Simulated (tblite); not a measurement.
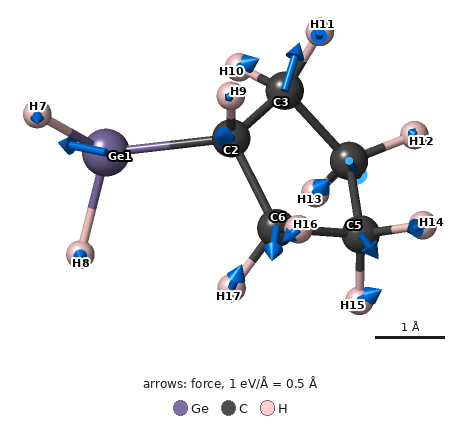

Starting geometry of C₅H₁₁Ge (multiplicity 2) with the computed forces as blue arrows. A ball-and-stick model, seen from a free direction.

Theory: GFN2-xTB geometry optimisation, gas phase in tblite. 

> Is this structure relaxed? If not, where do the atoms go?

It isn't relaxed: the largest force vector, on a C atom, is 2.21 eV/Å. The final displacements have little in common with the starting forces (cosine between the two patterns 0.11). After 132 geometry steps the energy has fallen by 65.6 kJ/mol. The atom that moves furthest after the best rigid fit is an H atom (1.39 Å). Largest moves by element: H 1.39 Å, C 0.30 Å, Ge 0.14 Å. Near-neighbour distances that change, for instance: C–Ge 1.952 → 2.061 Å, C–H 1.129 → 1.092 Å, C–C 1.490 → 1.524 Å, C–C 1.507 → 1.531 Å. Bond angles that change, for instance: H–Ge–H 105.9° → 95.8°, C–Ge–H 111.5° → 101.6°, C–Ge–H 111.7° → 103.4°. Groups turn about C–Ge by about 55°.
